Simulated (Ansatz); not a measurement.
**BCCD(T)/STO-3G run of BSiH5 (BH2(SiH3))**

Aim: the vertical singlet–triplet gap of BSiH5 (BH2(SiH3)) at BCCD(T)/STO-3G, from 2 runs. 

The results are computed with Ansatz 0.2.0.

49 further runs of the same task are left out: 1 that didn't finish, 48 set aside as unsound or not needed.

## Step 1: The system as given

BSiH5: 7 atoms, total charge 0, spin state singlet. As SMILES, `[H]B([H])[SiH3]`. The coordinates come from a GFN2-xTB relaxation.

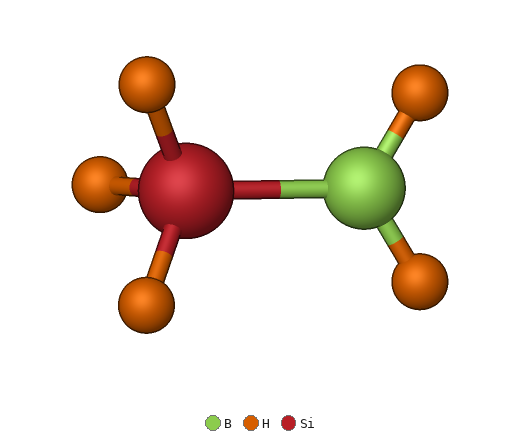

Viewed from a chosen angle; boron green, hydrogen orange, silicon red.

## Step 2: The energy at BCCD(T)/STO-3G

The input, molecule.yaml:

```yaml
crystal:
  periodic: [false, false, false]
  atoms:
    - {symbol: B, position_ang: [0.595540, 1.038560, 0.005960]}
    - {symbol: H, position_ang: [1.765140, 1.076930, 0.027400]}
    - {symbol: H, position_ang: [0.039220, 2.066980, -0.048000]}
    - {symbol: Si, position_ang: [-0.377680, -0.657970, 0.018400]}
    - {symbol: H, position_ang: [-1.713750, -0.605710, 0.632990]}
    - {symbol: H, position_ang: [0.300530, -1.764180, 0.713070]}
    - {symbol: H, position_ang: [-0.608990, -1.154610, -1.349820]}
basis:
  gaussian: {orbitals: STO-3G}
correlation: {method: bccd_t, frozen_orbitals: {B: 1, H: 0, Si: 5}}
accuracy: high
scf: {omitted_lower_state_checks: [cluster_reference, increment]}
```

The run is started by

```console
ansatz run molecule.yaml --threads 1 --pin off --max-ram 2610MiB --events-out events.jsonl --progress --plain --runs-dir runs
```

The program printed, cut to the lines that bear on the results:

```text
Warning: RAYON_NUM_THREADS=1 ignored (pool sized by the plan → 1); use --threads N
Functional definition: HF
  name "HF"
[...]
333 factors; integrals over basis functions are off by at most 1.3e-8 eV
[...]
mean field -8512.99340726 eV, -312.8467374027 hartree, gradient 2.3e-8 eV, S^2 0.000000; 0 other end points of the search recorded, 0 dependent functions left out
6 core orbitals not correlated: weight in the atoms' cores, before any rotation towards them, 1.000 or more for the frozen orbitals, at most 0.000 for the correlated occupied ones
reference -8512.99340726 eV, -312.8467374027 hartree; 6, 6 occupied and 7, 7 virtual orbitals, 333 factors
second order -1.98958428 eV of doubles, -0.00000000 eV of singles
cycle   1  -2.57913965 eV  change   -5.9e-1 eV  update   6.1e-2
[...]
cycle  21  -2.88445539 eV  change  -9.3e-10 eV  update  2.2e-10
perturbative correction -0.02200803 eV, -0.0008087802 hartree
Total energy: -8515.89987068 eV, -312.9535479634 hartree
Checks for a lower state left out: cluster_reference, increment
```

It took 0.14 s on 1 thread of Arm Neoverse V2, shared host.

## Step 3: The triplet, same level

The input, run.yaml:

```yaml
crystal:
  periodic: [false, false, false]
  atoms:
    - {symbol: B, position_ang: [0.595540, 1.038560, 0.005960]}
    - {symbol: H, position_ang: [1.765140, 1.076930, 0.027400]}
    - {symbol: H, position_ang: [0.039220, 2.066980, -0.048000]}
    - {symbol: Si, position_ang: [-0.377680, -0.657970, 0.018400]}
    - {symbol: H, position_ang: [-1.713750, -0.605710, 0.632990]}
    - {symbol: H, position_ang: [0.300530, -1.764180, 0.713070]}
    - {symbol: H, position_ang: [-0.608990, -1.154610, -1.349820]}
basis:
  gaussian:
    orbitals: STO-3G
magnetization:
  spin_polarized: true
  initial_magnetization: 2
correlation:
  method: bccd_t
  frozen_orbitals: {B: 1, H: 0, Si: 5}
accuracy: high
scf:
  omitted_lower_state_checks: [cluster_reference, increment]
```

The run is started by

```console
ansatz run run.yaml --threads 1 --pin off --max-ram 2610MiB --events-out events.jsonl --progress --plain --runs-dir runs
```

The program printed, cut to the lines that bear on the results:

```text
Warning: RAYON_NUM_THREADS=1 ignored (pool sized by the plan → 1); use --threads N
[... 2 set-up lines as earlier in the session ...]
[...]
333 factors; integrals over basis functions are off by at most 1.3e-8 eV
[...]
mean field -8508.03317832 eV, -312.6644523513 hartree, gradient 9.1e-8 eV, S^2 2.008059; 0 other end points of the search recorded, 0 dependent functions left out
6 core orbitals not correlated: weight in the atoms' cores, before any rotation towards them, 0.999 or more for the frozen orbitals, at most 0.000 for the correlated occupied ones
reference -8508.03317832 eV, -312.6644523513 hartree; 7, 5 occupied and 6, 8 virtual orbitals, 333 factors
second order -1.81549353 eV of doubles, -0.00000000 eV of singles
cycle   1  -2.40008644 eV  change   -5.8e-1 eV  update   6.5e-2
[...]
cycle  26  -2.74831085 eV  change   3.6e-11 eV  update  7.9e-10
perturbative correction -0.02656118 eV, -0.0009761054 hartree
Total energy: -8510.80805035 eV, -312.7664270175 hartree
Checks for a lower state left out: cluster_reference, increment
```

Run time: 0.26 s. Hardware: 1 thread of Arm Neoverse V2, shared host.

## Step 4: Results

Level: BCCD(T)/STO-3G, 6 core orbitals frozen.

| quantity | value |
| --- | --- |
| singlet: total energy | -312.95355 Eh |
| singlet: correlation energy (6 core orbitals frozen) | -106.8 mEh |
| singlet: (T) correction | -0.81 mEh |
| triplet: total energy | -312.76643 Eh |
| triplet: correlation energy (6 core orbitals frozen) | -102.0 mEh |
| triplet: (T) correction | -0.98 mEh |
| triplet: ⟨S²⟩ of the reference determinant | 2.008 |
| vertical energy of the triplet above the singlet | 5.092 eV |

At this shape the triplet lies 5.09 eV (491 kJ/mol) above the singlet. In a minimal basis such a difference can be off by several eV, whatever the method. The triples (singlet) make up 0.8 % of the correlation energy. The triples (triplet) make up 1.0 % of the correlation energy.
